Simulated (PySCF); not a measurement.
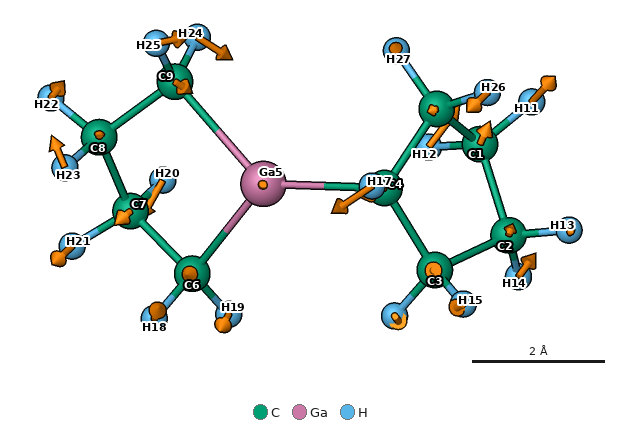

A relaxation of C₉H₁₇Ga. The starting structure is drawn; orange arrows show the displacements, magnified 3 times. The two geometries are superimposed by the best rigid fit.

Style: ball-and-stick. Shown at a tilt.

The start comes from GFN2-xTB. Its atoms were then displaced at random by about 0.01 Å.

The calculation used PBE0-D3(BJ)/def2-SVP geometry optimisation, gas phase in PySCF. 

> Which element moves most?

Hydrogen: up to 0.29 Å, against 0.19 Å for carbon.

> What did the optimiser do to the structure, and how much energy did it gain?

After 10 geometry steps the energy has fallen by 41.6 kJ/mol. The atom that moves furthest after the best rigid fit is an H atom (0.29 Å). Largest moves by element: H 0.29 Å, C 0.19 Å, Ga 0.04 Å. Near-neighbour distances that change, for instance: C–Ga 2.132 → 1.981 Å, C–Ga 2.089 → 1.992 Å, C–Ga 2.062 → 1.992 Å, C–H 1.067 → 1.102 Å. Bond angles that change, for instance: Ga–C–C 106.5° → 111.5°, C–C–Ga 108.4° → 113.4°, Ga–C–H 110.0° → 105.2°.
